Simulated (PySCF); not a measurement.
# C6H6BrF: the cost of one run

Computed with PySCF 2.14.0 and routines of our own; the level stands in each step. Atoms count from 0.

### 1 The starting structure

14 atoms, charge 0, multiplicity 1; geometry from: GFN2-xTB.

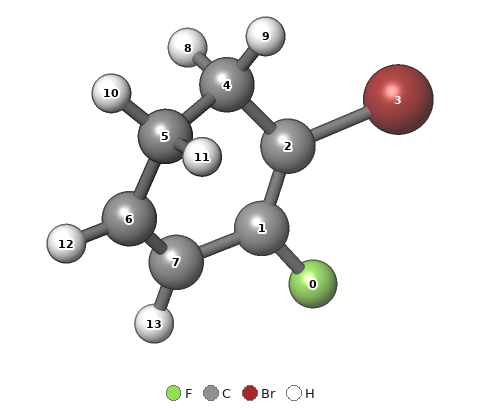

The starting geometry (fluorine green, carbon grey, bromine red, hydrogen white).

### 2 Vibronic structure: TDDFT LC-wPBE/def2-SV(P)

What the job is given:

```
{"job": {"kind": "vib", "xc": "LC-wPBE", "basis": "def2-SV(P)", "tda": false}, "charge": 0, "multiplicity": 1}
F      2.585814     1.182056     0.071327
C      1.379062     0.593684    -0.026441
C      0.287698     1.274299    -0.385029
Br     0.353471     3.117655    -0.830623
C     -1.024960     0.567027    -0.552233
C     -1.130760    -0.631371     0.394122
C      0.144784    -1.416776     0.448806
C      1.322947    -0.821891     0.273970
H     -1.103407     0.231834    -1.593983
H     -1.848219     1.259905    -0.372369
H     -1.959354    -1.267769     0.082498
H     -1.352506    -0.283972     1.410629
H      0.080728    -2.464342     0.698134
H      2.264023    -1.340812     0.359024
```

With the program's defaults for keys left out, this is: TDDFT LC-wPBE/def2-SV(P) vertical-gradient vibronic structure (displaced harmonic oscillators, Condon), gas phase.

On the command line:

```sh
$ OMP_NUM_THREADS=1 python excited_run.py task.json out
```

This one command runs all jobs of the session in turn.

**Question.** How long does this first job take on 1 thread of Arm Neoverse V1, shared host, and how much memory does it need?

About 56 s, with a peak of 0.81 GiB.
